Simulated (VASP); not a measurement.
# What spin-orbit coupling changes in YRh, part 2 of 3

Aim: run bands, DOS and a relaxation of YRh twice, without and with spin-orbit coupling. All runs use PBEsol. Left out of this account: 1 further run (self-consistent run: a reference on another mesh). The start is a cell from a database of measured crystal structures.

VASP 6.6.1, plane waves and PAW; the level of theory is named at each step.

So far. Step 2 (Bands along the symmetry lines (PBEsol)): There is no gap at this level. Step 3 (Band structure (PBEsol + SOC)): There is no gap at this level. Without the coupling there was no gap either. The run took 3.7 times the core time, with 38 spinor bands against 25.

## 4. Total and projected DOS (PBEsol)

This step: PBEsol; plane waves and PAW (Y_sv, Rh_pv) (VASP 6.6.1).

Here the states are counted by energy and projected on the atoms.

Input file INCAR:

```
SYSTEM = YRh
PREC = Accurate
ENCUT = 400
EDIFF = 1E-06
NELM = 100
ISMEAR = -5
SIGMA = 0.05
LREAL = .FALSE.
ALGO = Normal
GGA = PS
NBANDS = 25
LASPH = .TRUE.
LORBIT = 11
LWAVE = .FALSE.
LCHARG = .FALSE.
KPAR = 2
NEDOS = 2001
```

Input file POSCAR:

```
YRh
1.0
    3.4070000000      0.0000000000      0.0000000000
    0.0000000000      3.4070000000      0.0000000000
    0.0000000000      0.0000000000      3.4070000000
Y Rh
1 1
Direct
    0.5000000000      0.5000000000      0.5000000000
    0.0000000000      0.0000000000      0.0000000000
```

Input file KPOINTS:

```
Automatic mesh
0
Gamma
10 10 10
0 0 0
```

PAW data sets: Y_sv and Rh_pv (PBE family, release 64).

Started as:

```sh
$ mpirun -np 2 vasp_std
```

The log of the run:

```text
[... set-up lines as in an earlier step ...]
 entering main loop
       N       E                     dE             d eps       ncg     rms          rms(c)
DAV:   1     0.184193959066E+03    0.18419E+03   -0.12249E+04  2856   0.880E+02
DAV:   2    -0.964416023656E+01   -0.19384E+03   -0.18740E+03  3328   0.289E+02
DAV:   3    -0.169700367845E+02   -0.73259E+01   -0.71982E+01  4131   0.499E+01
DAV:   4    -0.171543256021E+02   -0.18429E+00   -0.18415E+00  3093   0.591E+00
DAV:   5    -0.171568797426E+02   -0.25541E-02   -0.25530E-02  3304   0.622E-01    0.365E+01
DAV:   6    -0.166765701987E+02    0.48031E+00   -0.56267E-01  3236   0.549E+00    0.213E+01
DAV:   7    -0.167814876141E+02   -0.10492E+00   -0.23219E+00  3857   0.496E+00    0.122E+01
DAV:   8    -0.165744170031E+02    0.20707E+00   -0.11033E+00  3054   0.451E+00    0.286E+00
DAV:   9    -0.165602079011E+02    0.14209E-01   -0.72722E-02  2984   0.156E+00    0.125E+00
DAV:  10    -0.165597110054E+02    0.49690E-03   -0.42620E-03  3067   0.326E-01    0.232E-01
DAV:  11    -0.165598397075E+02   -0.12870E-03   -0.28864E-04  3122   0.983E-02    0.899E-02
DAV:  12    -0.165598405059E+02   -0.79841E-06   -0.30208E-05  3060   0.437E-02    0.250E-02
DAV:  13    -0.165598321094E+02    0.83966E-05   -0.26351E-06  2828   0.850E-03    0.275E-03
DAV:  14    -0.165598338499E+02   -0.17405E-05   -0.11567E-07  1514   0.196E-03    0.190E-04
DAV:  15    -0.165598340499E+02   -0.20001E-06   -0.75940E-09  1469   0.503E-04
   1 F= -.16559834E+02 E0= -.16559834E+02  d E =0.000000E+00
 -----------------------------------------------------------------------------
|                                                                             |
|           W    W    AA    RRRRR   N    N  II  N    N   GGGG   !!!           |
|           W    W   A  A   R    R  NN   N  II  NN   N  G    G  !!!           |
|           W    W  A    A  R    R  N N  N  II  N N  N  G       !!!           |
|           W WW W  AAAAAA  RRRRR   N  N N  II  N  N N  G  GGG   !            |
|           WW  WW  A    A  R   R   N   NN  II  N   NN  G    G                |
|           W    W  A    A  R    R  N    N  II  N    N   GGGG   !!!           |
|                                                                             |
|     Tetrahedron method does not include variations of the Fermi             |
|     occupations, so forces and stress will be inaccurate. We suggest        |
|     using a different smearing scheme ISMEAR = 1 or 2 for metals in         |
|     relaxations.                                                            |
|                                                                             |
 -----------------------------------------------------------------------------
```

Elapsed: 23 s, on 2 MPI ranks of AMD EPYC 7R43, shared host; peak memory 0.27 GiB.

From OUTCAR (step 4):

```text
The static configuration has the point symmetry O_h .

 Found     56 irreducible k-points:

   NELECT =      26.0000    total number of electrons

 E-fermi :   6.5469

 k-point     1 :       0.0000    0.0000    0.0000
  band No.  band energies     occupation
    ...
      9       2.6756      2.00000
     10       2.6756      2.00000
     11       4.9183      2.00000
     12       4.9183      2.00000
     13       4.9183      2.00000
     14       8.8076      0.00000
     15       8.8076      0.00000
     16      12.5341      0.00000
     17      12.5341      0.00000
     18      12.5341      0.00000
    ...

 k-point     2 :       0.1000    0.0000    0.0000
  band No.  band energies     occupation
    ...
      9       2.7477      2.00000
     10       2.8025      2.00000
     11       4.8996      2.00000
     12       4.8996      2.00000
     13       4.9478      2.00000
     14       8.6512      0.00000
     15       8.8583      0.00000
     16      11.7541      0.00000
     17      11.7541      0.00000
     18      12.4516      0.00000
    ...

  Total       -0.7584698     -0.7584698     -0.7584698     -0.0000000      0.0000000      0.0000000
  in kB      -30.7278730    -30.7278730    -30.7278730     -0.0000000      0.0000000      0.0000000
  external PRESSURE =     -30.7278730 kB  Pullay stress =       0.0000000 kB

  FREE ENERGIE OF THE ION-ELECTRON SYSTEM (eV)
  ---------------------------------------------------
  free  energy   TOTEN  =       -16.5598340499 eV

  energy  without entropy=      -16.5598340499  energy(sigma->0) =      -16.55983405

 total charge
# of ion       s       p       d       f       tot
--------------------------------------------------
    1        2.282   6.436   1.048   0.057   9.822
    2        0.413   6.145   7.271   0.000  13.828
--------------------------------------------------
tot          2.695  12.581   8.319   0.057  23.651

[... 9 parts as in an earlier step ...]

[... 5 further parts left out ...]
```

With tetrahedra the forces and stress of a metal are not exact derivatives of the energy.

This step gave:

```
SCF cycles             : 15
bands                  : 25
free energy (TOTEN)    : -16.56 eV
Fermi energy           : 6.547 eV
pressure               : -3.073 GPa
DOS at the Fermi level : 0.7899 states/eV/cell
```

The density of states has structure finer than the step of the table below, so its rows give means over 2 eV, whole bins alone (the curve runs from -12.0 to 7.95 eV). Peaks (eV: height): total -2.4: 8.59, -2.1: 5.32, -1.8: 7.67, -1.5: 5.08; Rh d -2.4: 6.22, -2.1: 4.05, -1.8: 5.90, -1.5: 3.94; Y d 1.9: 1.34, 2.6: 1.55, 5.2: 3.34, 7.0: 1.21; Y p -2.5: 0.340, -1.8: 0.376, 2.1: 0.337, 2.6: 0.287; Rh s -3.7: 0.218, -1.8: 0.102, 5.9: 0.0561.

States under -12.0 eV and over 7.9 eV are left out. Density of states against energy, zero at the Fermi level; means over each step; values in states/eV/cell:

```csv
energy (eV),total,Rh d,Y d,Y p,Rh s,Rh p,Y s
-8,0,0,0,0,0,0,0
-6,0.0424,2.6e-4,1.3e-4,0.00160,0.00999,3.9e-4,0.00897
-4,1.60,0.711,0.157,0.0682,0.114,0.0166,0.0928
-2,3.92,2.75,0.302,0.184,0.0512,0.0459,0.0320
0,1.03,0.393,0.200,0.0969,0.0576,0.0576,0.0188
2,2.08,0.397,0.969,0.186,0.0197,0.108,0.0180
4,1.21,0.138,0.749,0.0717,0.00323,0.0507,0.0142
6,1.34,0.151,0.850,0.107,0.0310,0.0367,0.0244
```

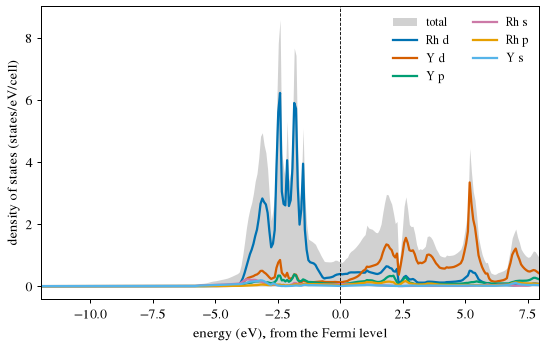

Density of states against energy.

Of the states within 0.3 eV of the Fermi level, the largest shares in the PAW spheres are Rh d 45 %, Y d 16 % and Y p 8 %. The rest lies in smaller channels or between the spheres.

## 5. Density of states (PBEsol + SOC)

This step: PBEsol, spin-orbit coupling; plane waves and PAW (Y_sv, Rh_pv) (VASP 6.6.1).

Here the states are counted by energy and projected on the atoms.

Edit INCAR of step 4 so:

```diff
@@ -10,4 +10,9 @@
 GGA = PS
-NBANDS = 25
+LNONCOLLINEAR = .TRUE.
+MAGMOM = 0 0 0 0 0 0
+NBANDS = 38
+GGA_COMPAT = .FALSE.
 LASPH = .TRUE.
+LSORBIT = .TRUE.
+LMAXMIX = 4
 LORBIT = 11
```

POSCAR is that of step 4.

KPOINTS is that of step 4.

Started as:

```sh
$ mpirun -np 2 vasp_ncl
```

The log of the run:

```text
[... set-up lines as in an earlier step ...]
 entering main loop
       N       E                     dE             d eps       ncg     rms          rms(c)
DAV:   1     0.197395402203E+03    0.19740E+03   -0.12665E+04  4608   0.118E+03
DAV:   2    -0.693564566827E+01   -0.20433E+03   -0.19675E+03  4650   0.372E+02
DAV:   3    -0.169887939321E+02   -0.10053E+02   -0.98615E+01  6662   0.704E+01
DAV:   4    -0.173577655384E+02   -0.36897E+00   -0.36864E+00  5576   0.971E+00
DAV:   5    -0.173651206799E+02   -0.73551E-02   -0.74219E-02  5496   0.129E+00    0.374E+01
DAV:   6    -0.168836916426E+02    0.48143E+00   -0.78424E-01  5044   0.734E+00    0.217E+01
DAV:   7    -0.169358693327E+02   -0.52178E-01   -0.12218E+00  5870   0.612E+00    0.131E+01
DAV:   8    -0.167808905687E+02    0.15498E+00   -0.85475E-01  4718   0.674E+00    0.260E+00
DAV:   9    -0.167707840983E+02    0.10106E-01   -0.78214E-02  4604   0.227E+00    0.138E+00
DAV:  10    -0.167663054095E+02    0.44787E-02   -0.17057E-02  5366   0.886E-01    0.328E-01
DAV:  11    -0.167662772885E+02    0.28121E-04   -0.10908E-03  4668   0.238E-01    0.805E-02
DAV:  12    -0.167662997709E+02   -0.22482E-04   -0.54468E-05  4870   0.555E-02    0.938E-02
DAV:  13    -0.167662972693E+02    0.25016E-05   -0.13876E-05  4856   0.317E-02    0.188E-02
DAV:  14    -0.167662963439E+02    0.92543E-06   -0.38260E-06  4774   0.156E-02
   1 F= -.16766296E+02 E0= -.16766296E+02  d E =0.000000E+00  mag=     0.0000    -0.0000     0.0000
 [... a notice as in an earlier step ...]
```

Run time: 73 s. Hardware: 2 MPI ranks; peak memory 0.48 GiB; 2.4 min of CPU time.

OUTCAR, selected parts (step 5):

```text
   NELECT =      26.0000    total number of electrons

 E-fermi :   6.5497

 k-point     1 :       0.0000    0.0000    0.0000
  band No.  band energies     occupation
    ...
     22       4.8430      1.00000
     23       4.8430      1.00000
     24       4.8430      1.00000
     25       5.0646      1.00000
     26       5.0646      1.00000
     27       8.8105      0.00000
     28       8.8105      0.00000
     29       8.8105      0.00000
     30       8.8105      0.00000
     31      12.4928      0.00000
    ...

  Total       -0.7541712     -0.7541712     -0.7541712     -0.0000000      0.0000000     -0.0000000
  in kB      -30.5537238    -30.5537238    -30.5537238     -0.0000000      0.0000000     -0.0000000
  external PRESSURE =     -30.5537238 kB  Pullay stress =       0.0000000 kB

  FREE ENERGIE OF THE ION-ELECTRON SYSTEM (eV)
  ---------------------------------------------------
  free  energy   TOTEN  =       -16.7662963439 eV

  energy  without entropy=      -16.7662963439  energy(sigma->0) =      -16.76629634

 Spin-Orbit-Coupling matrix elements
 Ion:    1  E_soc:     -0.1014950
 Ion:    2  E_soc:     -0.3119591

 magnetization (x)
# of ion       s       p       d       f       tot
--------------------------------------------------
    1       -0.000   0.000   0.000   0.000  -0.000
    2        0.000  -0.000   0.000   0.000   0.000
--------------------------------------------------
tot         -0.000  -0.000   0.000   0.000  -0.000

 magnetization (y)
# of ion       s       p       d       f       tot
--------------------------------------------------
    1        0.000   0.000   0.000   0.000   0.000
    2        0.000  -0.000   0.000   0.000   0.000
--------------------------------------------------
tot          0.000  -0.000   0.000   0.000   0.000

 magnetization (z)
# of ion       s       p       d       f       tot
--------------------------------------------------
    1       -0.000   0.000  -0.000   0.000  -0.000
    2       -0.000  -0.000   0.000   0.000   0.000
--------------------------------------------------
tot         -0.000  -0.000   0.000   0.000   0.000

[... 9 parts as in an earlier step ...]

[... 9 further parts left out ...]
```

Numbers from this step:

- SCF cycles: 14
- bands: 38
- free energy (TOTEN): -16.77 eV
- Fermi energy: 6.550 eV
- pressure: -3.055 GPa
- DOS at the Fermi level: 0.7800 states/eV/cell

On-site spin-orbit energy by atom:

```csv
atom,on-site spin-orbit energy (eV)
Y1,-0.101
Rh2,-0.312
```

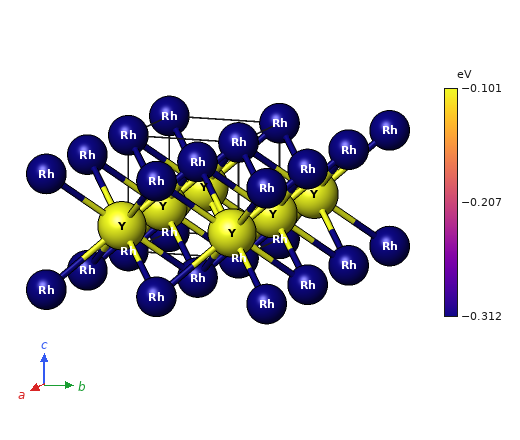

Atoms coloured by on-site spin-orbit energy. 3×2×1 cells are drawn. Some periodic images of atoms are drawn too.

The density of states has structure finer than the step of the table below, so its rows give means over 1 eV, whole bins alone (the curve runs from -12.0 to 2.41 eV). Peaks (eV: height): total -3.1: 5.02, -2.5: 8.07, -1.8: 7.24, -1.4: 4.93; Rh d -3.1: 2.90, -2.5: 5.71, -1.8: 5.52, -1.4: 3.73; Y d -3.1: 0.488, -2.5: 0.807, 1.8: 1.32; Y p -2.5: 0.344, -1.8: 0.358, -1.4: 0.221, 2.1: 0.333; Rh s -3.7: 0.219, -2.5: 0.0647, -1.8: 0.0954.

States under -12.0 eV and over 2.4 eV are left out. Table of density of states by energy, zero at the Fermi level; means over each step; values in states/eV/cell:

```csv
energy (eV),total,Rh d,Y d,Y p,Rh s,Rh p,Y s
-7,0,0,0,0,0,0,0
-6,0.0197,2.0e-5,2.0e-6,4.2e-4,0.00477,1.0e-4,0.00432
-5,0.172,0.00358,0.00157,0.00996,0.0386,0.00245,0.0341
-4,1.10,0.364,0.110,0.0584,0.127,0.0117,0.0836
-3,3.90,2.30,0.384,0.141,0.100,0.0416,0.116
-2,4.71,3.47,0.345,0.220,0.0498,0.0376,0.0135
-1,1.67,0.963,0.144,0.127,0.0543,0.0610,0.0284
0,0.857,0.360,0.148,0.0746,0.0585,0.0429,0.0117
1,1.61,0.441,0.504,0.155,0.0512,0.101,0.0306
```

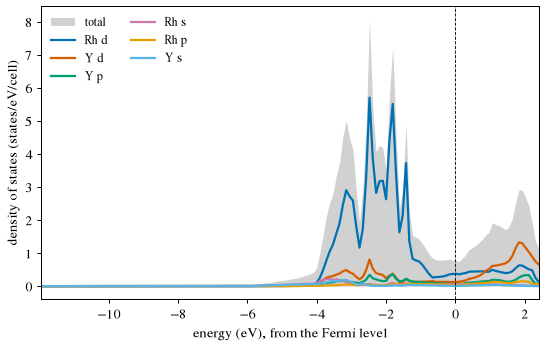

Density of states, plotted against energy.

The DOS at the Fermi level goes from 0.790 to 0.780 states/eV/cell, a number that is sensitive to the mesh. The run took 3.2 times the core time, with 38 spinor bands against 25. Of the states within 0.3 eV of the Fermi level, the largest shares in the PAW spheres are Rh d 45 %, Y d 16 % and Y p 8 %. The rest lies in smaller channels or between the spheres.

## 6. Full relaxation (PBEsol)

This step: PBEsol; plane waves and PAW (Y_sv, Rh_pv) (VASP 6.6.1).

Last, the cell itself: ISIF = 3 frees volume, shape and positions, first without the coupling.

Input file INCAR:

```
SYSTEM = YRh
PREC = Accurate
ENCUT = 400
EDIFF = 1E-06
NELM = 100
ISMEAR = -1
SIGMA = 0.05
LREAL = .FALSE.
ALGO = Normal
GGA = PS
NBANDS = 19
LASPH = .TRUE.
LORBIT = 11
LWAVE = .FALSE.
LCHARG = .FALSE.
KPAR = 2
IBRION = 2
NSW = 60
ISIF = 3
EDIFFG = -0.01
```

POSCAR is that of step 5.

KPOINTS is that of step 5.

Started as:

```sh
$ mpirun -np 2 vasp_std
```

The log of the run:

```text
[... set-up lines as in an earlier step ...]
 entering main loop
       N       E                     dE             d eps       ncg     rms          rms(c)
DAV:   1     0.170128120643E+03    0.17013E+03   -0.13057E+04  2200   0.116E+03
DAV:   2    -0.999108805432E+01   -0.18012E+03   -0.17631E+03  2326   0.343E+02
DAV:   3    -0.170165418707E+02   -0.70255E+01   -0.69610E+01  3485   0.576E+01
DAV:   4    -0.171498600537E+02   -0.13332E+00   -0.13319E+00  2503   0.581E+00
DAV:   5    -0.171521824654E+02   -0.23224E-02   -0.23223E-02  2810   0.605E-01    0.365E+01
DAV:   6    -0.166717712046E+02    0.48041E+00   -0.80184E-01  2440   0.719E+00    0.217E+01
DAV:   7    -0.167026468916E+02   -0.30876E-01   -0.18626E+00  2525   0.572E+00    0.101E+01
DAV:   8    -0.165700575854E+02    0.13259E+00   -0.10323E+00  2286   0.539E+00    0.225E+00
DAV:   9    -0.165575037702E+02    0.12554E-01   -0.84972E-02  2271   0.232E+00    0.920E-01
DAV:  10    -0.165571861522E+02    0.31762E-03   -0.36786E-03  2483   0.464E-01    0.145E-01
DAV:  11    -0.165572351427E+02   -0.48991E-04   -0.16131E-04  2356   0.106E-01    0.122E-01
DAV:  12    -0.165572346182E+02    0.52460E-06   -0.37190E-05  2348   0.460E-02    0.346E-02
DAV:  13    -0.165572341131E+02    0.50502E-06   -0.24932E-06  2167   0.130E-02
   1 F= -.16557234E+02 E0= -.16551176E+02  d E =-.165572E+02
 curvature:   0.00 expect dE= 0.000E+00 dE for cont linesearch  0.000E+00
 trial: gam= 0.00000 g(F)=  0.000E+00 g(S)=  0.418E-01 ort = 0.000E+00 (trialstep = 0.100E+01)
 search vector abs. value=  0.418E-01
 bond charge predicted
       N       E                     dE             d eps       ncg     rms          rms(c)
DAV:   1    -0.185133167840E+02   -0.19561E+01   -0.28583E+01  2211   0.466E+01    0.194E+01
DAV:   2    -0.188558817059E+02   -0.34256E+00   -0.51319E+01  2191   0.376E+01    0.186E+01
DAV:   3    -0.166166030749E+02    0.22393E+01   -0.88611E+00  2239   0.184E+01    0.521E+00
DAV:   4    -0.165422168711E+02    0.74386E-01   -0.42567E-01  2611   0.320E+00    0.176E+00
DAV:   5    -0.165421762641E+02    0.40607E-04   -0.70913E-02  3184   0.116E+00    0.168E+00
DAV:   6    -0.165507313734E+02   -0.85551E-02   -0.17107E-02  3054   0.770E-01    0.543E-01
DAV:   7    -0.165535343893E+02   -0.28030E-02   -0.13908E-02  3522   0.409E-01    0.462E-01
DAV:   8    -0.165535223082E+02    0.12081E-04   -0.28605E-04  2309   0.135E-01    0.203E-01
DAV:   9    -0.165535181471E+02    0.41611E-05   -0.64128E-05  2342   0.508E-02    0.500E-02
DAV:  10    -0.165535200039E+02   -0.18568E-05   -0.26302E-06  2244   0.127E-02    0.936E-03
DAV:  11    -0.165535199642E+02    0.39778E-07   -0.15361E-07  1088   0.233E-03
   2 F= -.16553520E+02 E0= -.16547964E+02  d E =0.371415E-02
 trial-energy change:    0.003714  1 .order    0.004554   -0.041787    0.050896
 step:   0.4644(harm=  0.4509)  dis= 0.00000  next Energy=   -16.567021 (dE=-0.979E-02)
 bond charge predicted
       N       E                     dE             d eps       ncg     rms          rms(c)
DAV:   1    -0.171233514168E+02   -0.56983E+00   -0.81995E+00  2189   0.258E+01    0.870E+00
DAV:   2    -0.172111922284E+02   -0.87841E-01   -0.12908E+01  2290   0.188E+01    0.121E+01
DAV:   3    -0.165752098266E+02    0.63598E+00   -0.44700E+00  2327   0.100E+01    0.119E+00
DAV:   4    -0.165622337459E+02    0.12976E-01   -0.14121E-01  2757   0.231E+00    0.122E+00
DAV:   5    -0.165640741320E+02   -0.18404E-02   -0.76386E-03  2580   0.524E-01    0.959E-01
DAV:   6    -0.165666277279E+02   -0.25536E-02   -0.35426E-03  3314   0.256E-01    0.234E-01
DAV:   7    -0.165671284966E+02   -0.50077E-03   -0.11236E-03  3329   0.152E-01    0.136E-01
DAV:   8    -0.165671312296E+02   -0.27330E-05   -0.25660E-05  2507   0.349E-02    0.110E-02
DAV:   9    -0.165671317786E+02   -0.54896E-06   -0.48053E-06  2675   0.119E-02
   3 F= -.16567132E+02 E0= -.16561345E+02  d E =-.989767E-02
 curvature:  -0.23 expect dE=-0.243E-05 dE for cont linesearch -0.243E-05
 trial: gam=-0.01582 g(F)=  0.118E-64 g(S)=  0.108E-04 ort = 0.672E-03 (trialstep = 0.893E+00)
 search vector abs. value=  0.290E-08
 reached required accuracy - stopping structural energy minimisation
```

Run time: 51 s. Hardware: 2 MPI ranks; peak memory 0.29 GiB; 98 s of CPU time.

Parts of OUTCAR (step 6):

```text
   k-points           NKPTS =     56   k-points in BZ     NKDIM =     56   number of bands    NBANDS=     19

   NELECT =      26.0000    total number of electrons

 E-fermi :   6.8345

 k-point     1 :       0.0000    0.0000    0.0000
  band No.  band energies     occupation
    ...
      9       2.7804      2.00000
     10       2.7804      2.00000
     11       5.1144      2.00000
     12       5.1144      2.00000
     13       5.1144      2.00000
     14       9.0984      0.00000
     15       9.0984      0.00000
     16      12.9317      0.00000
     17      12.9317      0.00000
     18      12.9317      0.00000
    ...

  Total       -0.0122211     -0.0122211     -0.0122211     -0.0000000      0.0000000      0.0000000
  in kB       -0.5079762     -0.5079762     -0.5079762     -0.0000000      0.0000000      0.0000000
  external PRESSURE =      -0.5079762 kB  Pullay stress =       0.0000000 kB

 POSITION                                       TOTAL-FORCE (eV/Angst)
 -----------------------------------------------------------------------------------
      1.68900      1.68900      1.68900         0.000000      0.000000      0.000000
      0.00000      0.00000      0.00000        -0.000000     -0.000000      0.000000
 -----------------------------------------------------------------------------------
    total drift:                                0.000000      0.000000     -0.000000

  FREE ENERGIE OF THE ION-ELECTRON SYSTEM (eV)
  ---------------------------------------------------
  free  energy   TOTEN  =       -16.5671317786 eV

  energy  without entropy=      -16.5555578710  energy(sigma->0) =      -16.56134482

 reached required accuracy - stopping structural energy minimisation

[... 6 parts as in an earlier step ...]

[... 10 further parts left out ...]
```

The run keeps the 48 symmetry operations of its start, so it cannot find a distortion of lower symmetry.

The steps of the relaxation:

```csv
step,energy less that of the first step (eV),largest force (eV/Å),pressure (GPa),volume (Å³)
1,0.0000,0.0000,-3.08,39.55
2,0.0037,0.0000,3.96,37.41
3,-0.0099,0.0000,-0.05,38.55
```

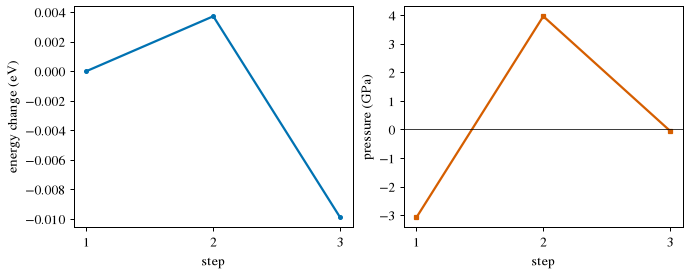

Energy and pressure along the relaxation.

```csv
"conventional cell, symmetrised",before,after,change
a (Å),3.407,3.378,-0.9 %
b (Å),3.407,3.378,-0.9 %
c (Å),3.407,3.378,-0.9 %
volume (Å³/atom),19.77,19.27,-2.5 %
```

Final coordinates:

```xyz
2
Lattice="3.3780 0.0000 0.0000 0.0000 3.3780 0.0000 0.0000 0.0000 3.3780" Properties=species:S:1:pos:R:3 pbc="T T T"
Y     1.6890    1.6890    1.6890
Rh    0.0000    0.0000    0.0000
```

Numbers from this step:

```yaml
bands: 19
free_energy_toten: -16.57 eV
energy_at_zero_smearing: -16.56 eV
fermi_energy: 6.835 eV
pressure: -0.05080 GPa
scf_cycles_over_all_ionic_steps: 33
```

It ends with forces that vanish by symmetry and a pressure of -0.05 GPa.

(Part 2 of 3 ends here.)

[Lines on the potential files, build, host, timing and source positions are cut from VASP's logs without a mark.]

[Logs are printed without paths, hosts, clocks, repeated set-up lines and the standing remarks that a program may print on its own settings, such as how far it seeks lower states.]

[Hosts, paths, dates, database ids (printed as entryN), source tags and the programs' standing remarks are cut or masked in the printed files.]

[A measured line is paired with the nearest computed mode of its activity, which favours agreement.]

[In band tables of VASP the shares of atoms and orbitals are scaled to a sum of 1 inside the atoms' spheres.]
